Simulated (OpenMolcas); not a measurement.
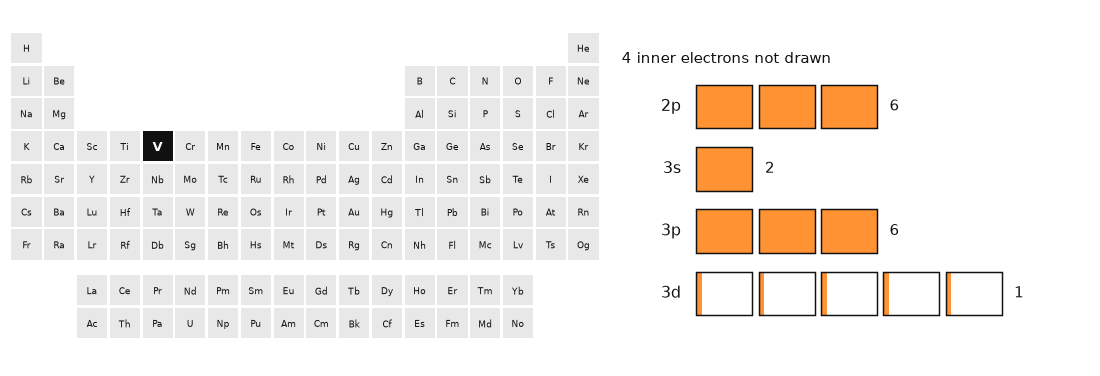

Fig. 1: Left, the place of vanadium in the periodic table; right, the outer shells of the leading configuration of the lowest level: a box for each of the 2l + 1 orbitals, shaded by the share of the shell that is filled, with the electron count at the right.

Multiconfigurational calculation for V⁴⁺ complex

V⁴⁺ with 6 ligands (F; octahedron, 1.86 Å), embedded in Cs2GeF6 by model potentials and point charges, whose field is part of the energies. Computed at this level: state-averaged CASSCF, active space 1 electron in the shell 3d, basis ANO-RCC-VTZP on the metal and ANO-RCC-VDZP on the ligands, DKH2 scalar Hamiltonian, spin-orbit coupling by RASSI with atomic mean-field integrals (OpenMolcas).

### Key numbers

- outcome: converged
- energy of the lowest spin-free term: −1546.26371 hartree
- energy of the lowest spin-orbit level: −1546.26423 hartree
- largest spread among components of a term: 0.0 cm⁻¹
- hardware: 1 thread of Intel Xeon @ 2.90GHz (Ice Lake), 64 GiB of memory available, shared host
- wall time: 10 s
- peak memory: 0.2 GiB

### Remarks

Limits: covalent bonds, ligand orbitals missing from the active space; the geometry is set by hand, with no relaxation.

### The input
```
&GATEWAY
Basis set
V.ANO-RCC-VTZP.
V1 0.0 0.0 0.0 Angstrom
End of basis
Basis set
F.ANO-RCC-VDZP.
L1 1.860000 0.000000 0.000000 Angstrom
L2 0.000000 1.860000 0.000000 Angstrom
L3 0.000000 0.000000 1.860000 Angstrom
End of basis
Basis set
Cs.EMB-AIMP.Seijo.0s.0s.ECP.Cs2GeF6.
PseudoCharge
* 16 symmetry-unique lattice sites within 7.6 angstrom
End of basis
Basis set
F.EMB-AIMP.Seijo.0s.0s.ECP.Cs2GeF6.
PseudoCharge
* 27 symmetry-unique lattice sites within 7.6 angstrom
End of basis
Basis set
Ge.EMB-AIMP.Seijo.0s.0s.ECP.Cs2GeF6.
PseudoCharge
* 6 symmetry-unique lattice sites within 7.6 angstrom
End of basis
Symmetry
XYZ
AngMom=0.0 0.0 0.0
AMFI
RICD
XField
1358 Angstrom 0
* Evjen-weighted lattice charges
&SEWARD
&RASSCF
FileOrb=start.orb
Symmetry=1
Spin=2
nActEl=1 0 0
Inactive=18 21
Ras2=5 0
CIRoot=5 5 1
SDav=5
CIMx=300
Iter=150 100
PrWF=0.3
OrbListing=Nothing
MaxOrb=0
LevShft=1.0
>>> COPY $Project.JobIph JOB001
&RASSI
NrOfJobIphs=1 5
1 2 3 4 5
IphNames
JOB001
EJob
SpinOrbit
DIPRint=1.0
SOCoupling=1000.0
Subsets=2
Property=9
'ANGMOM' 1 'ANGMOM' 2 'ANGMOM' 3 'MLTPL  1' 1 'MLTPL  1' 2 'MLTPL  1' 3
'AMFI' 1 'AMFI' 2 'AMFI' 3
SOProperty=3
'ANGMOM' 1 'ANGMOM' 2 'ANGMOM' 3
```

The file start.orb holds starting orbitals from an earlier step. A driver script formed the levels outside the program, from RASSI's spin-orbit matrix and the active-space energies, averaged over the components of each term or state.

Launched with:
```bash
OMP_NUM_THREADS=1 MOLCAS_MEM=2457 MOLCAS_PROJECT=a pymolcas a.inp > a.log  # once for each step of the input, in one work folder
```

### Log (extracts)
```
--- SEWARD ---
Basis set label: V.ANO-RCC...6S5P3D2F1G.

      Electronic valence basis set:
      ------------------
      Associated Effective Charge  23.000000 au
      Associated Actual Charge     23.000000 au
      Nuclear Model: Point charge

      Shell  nPrim  nBasis  Cartesian Spherical Contaminant
         s      21       6        X
         p      15       5        X
         d      10       3                 X
         f       6       2                 X
         g       4       1                 X
                  Relativistic Douglas-Kroll-Hess integrals:
                    - DKH order of Hamiltonian: 2
                    - DKH order of Properties : 0
                  Atomic mean-field integrals
--- RASSCF ---
Wave function specifications:
      -----------------------------

      Number of closed shell electrons          78
      Number of electrons in active shells       1
      Max number of holes in RAS1 space          0
      Max nr of electrons in RAS3 space          0
      Number of inactive orbitals               39
      Number of active orbitals                  5
      Number of secondary orbitals              99
      Spin quantum number                      0.5
      State symmetry                             1
Orbital specifications:
      -----------------------

      Symmetry species                           1   2
                                                ag  au
      Frozen orbitals                            0   0
      Inactive orbitals                         18  21
      Active orbitals                            5   0
      RAS1 orbitals                              0   0
      RAS2 orbitals                              5   0
      RAS3 orbitals                              0   0
      Secondary orbitals                        49  50
      Deleted orbitals                           0   0
      Number of basis functions                 72  71
      Number of CSFs                             5
      Number of root(s) required                 5
      Iter CI   SX   CI       RASSCF       Energy    max ROT     max BLB   max BLB  Level Ln srch  Step   QN
          iter iter root      energy       change     param      element    value   shift minimum  type update
 Nr of preliminary CI iterations:   1
      Total energies have been shifted. Add                -1000.00 au
        1   1   12    0  -544.82048223    0.00E+00  -1.41E-01*   6  34 2 -4.69E-01*  1.09   0.00    SX    NO
        2   1   12    0  -545.92593383   -1.11E+00* -9.95E-02   18  21 1  2.37E-01*  0.72   0.00    SX    NO
        3   1   12    0  -546.16473096   -2.39E-01* -4.97E-02   18  21 1  1.10E-01*  0.54   0.00    SX    NO
        4   1   12    0  -546.21390136   -4.92E-02*  1.99E-02   18  21 1  4.75E-02*  0.60   0.00    SX    NO
        5   1   11    0  -546.22336749   -9.47E-03*  1.64E-02   18  21 1  2.43E-02*  0.61   1.90    LS   YES
        6   1   11    0  -546.22610953   -2.74E-03*  3.77E-03    6  44 2  5.47E-03*  0.62   1.09    QN   YES
        7   1   10    0  -546.22636126   -2.52E-04*  1.73E-03   18  21 1  1.55E-03*  0.61   1.46    LS   YES
        8   1   10    0  -546.22638941   -2.81E-05* -6.20E-04    2  45 1  1.48E-03*  0.61   1.01    QN   YES
        9   1    9    0  -546.22640629   -1.69E-05* -3.21E-04    7  19 1  6.03E-04*  0.61   1.52    LS   YES
       10   1    9    0  -546.22640852   -2.23E-06* -3.79E-04   18  21 1  6.95E-04*  0.61   1.00    QN   YES
       11   1    8    0  -546.22641139   -2.87E-06* -2.68E-04   18  21 1  3.67E-04*  0.61   1.71    LS   YES
       12   1    8    0  -546.22641199   -5.96E-07* -1.21E-04   18  67 1 -2.47E-04*  0.61   1.00    QN   YES
       13   1    7    0  -546.22641241   -4.26E-07* -6.18E-05    9  22 2  9.26E-05   0.61   1.51    LS   YES
       14   1    7    0  -546.22641247   -5.48E-08*  5.15E-05    8  22 1  7.10E-05   0.61   1.00    QN   YES
       15   1    6    0  -546.22641253   -6.46E-08* -2.17E-05    9  22 2  4.54E-05   0.61   1.35    QN   YES
       16   1    5    0  -546.22641254   -1.21E-08*  6.96E-06    6  44 2 -1.50E-05   0.61   1.15    QN   YES
       17   1    5    0  -546.22641255   -1.23E-09   1.83E-06    2  45 1 -3.30E-06   0.61   1.23    QN   YES
      Convergence after 17 iterations
       18   1    5    0  -546.22641255   -1.43E-10   1.83E-06   18  70 1  1.10E-06   0.61   1.23    QN   YES
      Natural orbitals and occupation numbers for root  1
      sym 1:  -0.000000   1.000000  -0.000000   0.000000  -0.000000
      Natural orbitals and occupation numbers for root  2
      sym 1:  -0.000000   0.000000  -0.000000   1.000000  -0.000000
      Natural orbitals and occupation numbers for root  3
      sym 1:   1.000000  -0.000000  -0.000000  -0.000000  -0.000000
::    RASSCF root number  1 Total energy:  -1546.26370923
::    RASSCF root number  2 Total energy:  -1546.26370923
::    RASSCF root number  3 Total energy:  -1546.26370923
::    RASSCF root number  4 Total energy:  -1546.17046752
::    RASSCF root number  5 Total energy:  -1546.17046752
--- RASSI ---
SPIN-FREE ENERGIES:
  (Shifted by EMIN (a.u.) =      -1546.2637092333)

 SF State       Relative EMIN(au)   Rel lowest level(eV)    D:o, cm**(-1)

     1             0.0000000000        0.0000000000              0.0000
     2             0.0000000000        0.0000000000              0.0000
     3             0.0000000000        0.0000000000              0.0000
     4             0.0932417173        2.5372363847          20464.1915
     5             0.0932417173        2.5372363847          20464.1915
     Dipole printing threshold changed to   1.00000000E+00
Eigenvalues of complex Hamiltonian:
   -----------------------------------
  (Shifted by EMIN (a.u.) =      -1546.2637092333)

 SO State       Relative EMIN(au)   Rel lowest level(eV)    D:o, cm**(-1)

     1            -0.0005171936        0.0000000000              0.0000
     2            -0.0005171936        0.0000000000              0.0000
     3            -0.0005171936        0.0000000000              0.0000
     4            -0.0005171936        0.0000000000              0.0000
     5             0.0010084226        0.0415141336            334.8341
     6             0.0010084226        0.0415141336            334.8341
     7             0.0932546997        2.5516632080          20580.5517
     8             0.0932546997        2.5516632080          20580.5517
     9             0.0932546997        2.5516632080          20580.5517
    10             0.0932546997        2.5516632080          20580.5517
Weights of the five most important spin-orbit-free states for each spin-orbit state.

 SO State  Total energy (au)           Spin-free states, spin, and weights
 -------------------------------------------------------------------------------------------------------
    1        -0.000517       3 0.5  0.6666    1 0.5  0.1666    2 0.5  0.1666    5 0.5  0.0001    4 0.5  0.0000
    2        -0.000517       3 0.5  0.6666    1 0.5  0.1666    2 0.5  0.1666    5 0.5  0.0001    4 0.5  0.0000
    3        -0.000517       2 0.5  0.4999    1 0.5  0.4999    4 0.5  0.0001    5 0.5  0.0000    3 0.5  0.0000
    4        -0.000517       2 0.5  0.4999    1 0.5  0.4999    4 0.5  0.0001    5 0.5  0.0000    3 0.5  0.0000
    5         0.001008       1 0.5  0.3333    2 0.5  0.3333    3 0.5  0.3333    5 0.5  0.0000    4 0.5  0.0000
    6         0.001008       1 0.5  0.3333    2 0.5  0.3333    3 0.5  0.3333    5 0.5  0.0000    4 0.5  0.0000
    7         0.093255       5 0.5  0.9999    3 0.5  0.0001    2 0.5  0.0001    1 0.5  0.0000    4 0.5  0.0000
    8         0.093255       5 0.5  0.9999    3 0.5  0.0001    2 0.5  0.0001    1 0.5  0.0000    4 0.5  0.0000
    9         0.093255       4 0.5  0.9999    1 0.5  0.0001    2 0.5  0.0000    3 0.5  0.0000    5 0.5  0.0000
   10         0.093255       4 0.5  0.9999    1 0.5  0.0001    2 0.5  0.0000    3 0.5  0.0000    5 0.5  0.0000
 -------------------------------------------------------------------------------------------------------
```

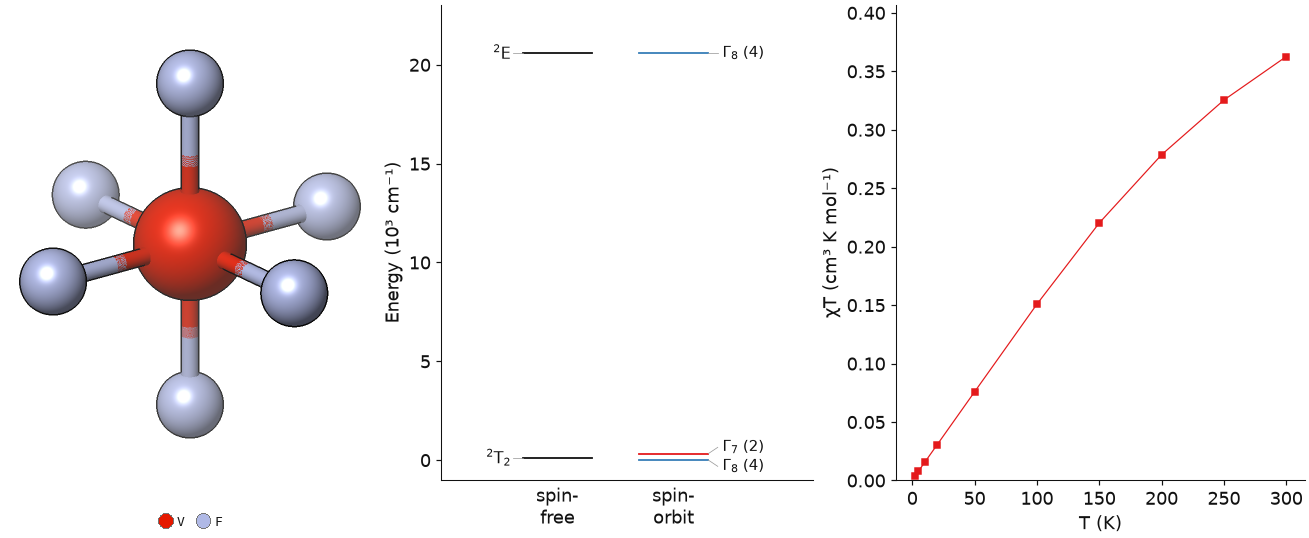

Fig. 2: V⁴⁺ (3d) as a dopant in Cs₂GeF₆, a cluster with its 6 nearest F⁻ at 1.860 Å (octahedron) embedded in model potentials and point charges; the geometry was set, not optimised, and its levels and susceptibility. Labels give the representation in O, Td, D4 or D3 as the site allows (double group for half-integer spin) where it could be assigned and, in brackets, the degeneracy; spin-free states, where drawn, share the zero of the spin-orbit levels. Powder susceptibility by Van Vleck's formula. The ground level is Γ₈, 4-fold degenerate, 100 % from states of spin multiplicity 2. The next level lies at 335 cm⁻¹ (Γ₇). The lowest spin-free state is ²T₂; of the same spin there follows at 20,500 cm⁻¹ (²E) above it. A ligand-field fit to the spin-free states gives |10Dq| = 20,500 cm⁻¹. χT is close to 0 cm³ K mol⁻¹ at 2 K and 0.363 at 300 K, an effective moment of 1.70 μB. The active orbitals hold 82 to 93 % metal character (Löwdin), and the Mulliken charge of the metal is +2.46.
